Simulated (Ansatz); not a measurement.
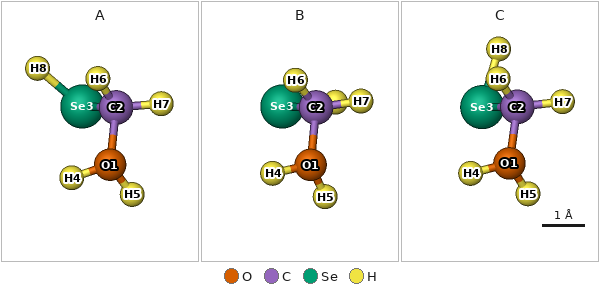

3 geometries from a converged minimum-energy path of CH$_{5}$OSe (charge +1), shuffled. Style: ball-and-stick. Shown from a free direction.

All numbers below come from Ansatz, RKS B3LYP-D4/def2-SVP. Set-up: 5 movable images; climbing image; force threshold 0.03 eV/Å; iteration limit 60; starting path through a guess of the saddle point.

**Which of them lies highest in energy?**

C. In order along the path, whose images run from 0 to 6: B (image 1, +1.6 kcal/mol), C (image 3, +8.4 kcal/mol), A (image 5, +1.5 kcal/mol). The motion is a rotation about the C2–Se3 bond by about 190°. No bond forms or breaks between the ends. Bond angles that change up to the highest image, for instance: O1–C2–Se3 114.2° → 108.4°, C2–Se3–H8 94.7° → 91.2°.
